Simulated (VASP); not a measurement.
Band structure of KZnF$_{3}$ (cubic perovskite). All values below come from optB88-vdW, VASP's PBE PAW potentials (set 64) (plane waves; VASP 6.6.1).

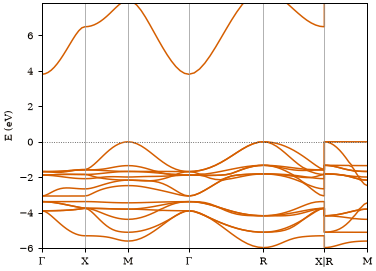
Bands along high-symmetry lines, zero at the valence-band maximum or, without a gap, the Fermi level

Task: Read the plot: is there a gap, and where are the band edges?

Result: The gap is indirect, 3.81 eV, from the valence maximum at R to the conduction minimum at Γ. (Edges off the drawn lines would not show.)

The compound is KZnF3 in the cubic perovskite structure. It was relaxed first.
